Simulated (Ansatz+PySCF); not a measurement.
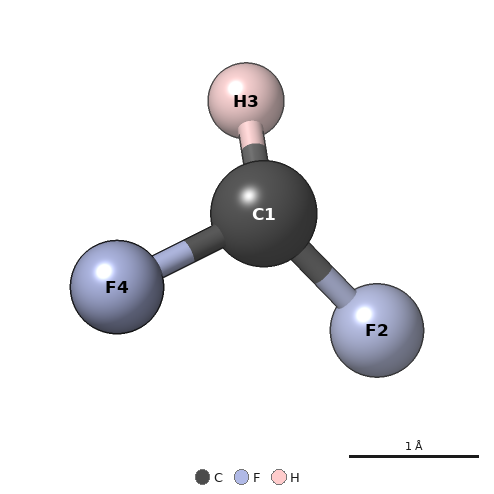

Figure made from data computed with Ansatz+PySCF.

Orthographic view. Depth is shown by fading: the farther an atom, the more it takes the colour of the background. State: neutral, doublet. Geometry: a fixed input geometry, not necessarily a minimum.

Give the geometry as a Z-matrix, atoms in numerical order, with these reference atoms: 2 to 1; 3 to 1, 2; 4 to 1, 3, 2.

```
C  
F    1   1.332
H    1   1.140   2   114.0
F    1   1.332   3   114.0   2  -129.4
```
